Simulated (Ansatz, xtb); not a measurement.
**Ligand exchange: BH(CH3)(NH2) + SnH3(SH) → BH(CH3)(SH) + SnH3(NH2)**

Species: BH(CH3)(NH2), singlet; SnH3(SH), singlet; BH(CH3)(SH), singlet; SnH3(NH2), singlet. The partners trade NH2 for SH: B–NH2 and Sn–SH bonds give way to B–SH and Sn–NH2.

Shapes, held fixed at every level: PBE0-D4/def2-TZVP. Flexible molecules stand in one conformer, not always the lowest. Programs: Ansatz 0.2.0, xtb 6.7.1. The zero-point and thermal change to 298 K, harmonic and unscaled (PBE0-D4/def2-TZVP), is -4.3 kJ/mol.

```json
{"level": "GFN1-xTB", "kind": "semi-empirical", "ΔH(298 K) (kJ/mol)": "+108.8", "less CCSD(T)/def2-TZVPP": "+3.5"}
{"level": "HF/def2-SVP", "kind": "Hartree–Fock", "ΔH(298 K) (kJ/mol)": "+130.1", "less CCSD(T)/def2-TZVPP": "+24.8"}
{"level": "SPW92/def2-TZVPP", "kind": "LDA", "ΔH(298 K) (kJ/mol)": "+114.4", "less CCSD(T)/def2-TZVPP": "+9.1"}
{"level": "B3LYP-D4/def2-TZVPP", "kind": "global hybrid", "ΔH(298 K) (kJ/mol)": "+112.9", "less CCSD(T)/def2-TZVPP": "+7.6"}
{"level": "r2SCAN0-D4/def2-TZVPP", "kind": "global hybrid", "ΔH(298 K) (kJ/mol)": "+113.0", "less CCSD(T)/def2-TZVPP": "+7.7"}
{"level": "B2PLYP/def2-TZVPP", "kind": "double hybrid", "ΔH(298 K) (kJ/mol)": "+110.2", "less CCSD(T)/def2-TZVPP": "+4.9"}
{"level": "MP2/def2-SVP", "kind": "perturbation theory", "ΔH(298 K) (kJ/mol)": "+114.1", "less CCSD(T)/def2-TZVPP": "+8.8"}
{"level": "MP2/def2-TZVPP", "kind": "perturbation theory", "ΔH(298 K) (kJ/mol)": "+105.4", "less CCSD(T)/def2-TZVPP": "+0.1"}
{"level": "CCSD(T)/def2-TZVPP", "kind": "coupled cluster or CI", "ΔH(298 K) (kJ/mol)": "+105.3", "less CCSD(T)/def2-TZVPP": "0.0"}
```

The highest level, CCSD(T)/def2-TZVPP, gives ΔH(298 K) = +105.3 kJ/mol; the levels span +105.3 to +130.1. The column of differences is taken from that level and isn't an error. No measured value is set beside it here. For atoms past krypton def2 sets carry core potentials with scalar relativity. Correlated rows may include outer-core shells of Sn, which these sets cover unevenly.

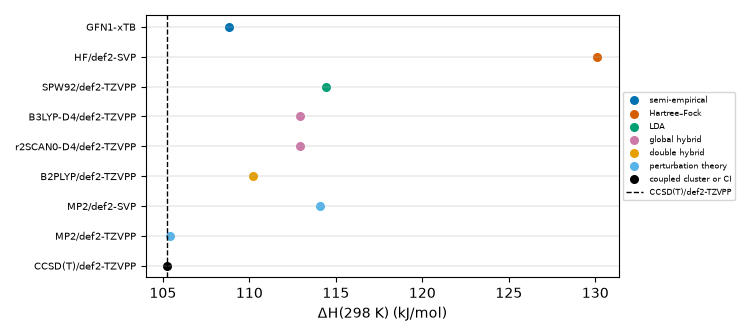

The values of the table, level by level.
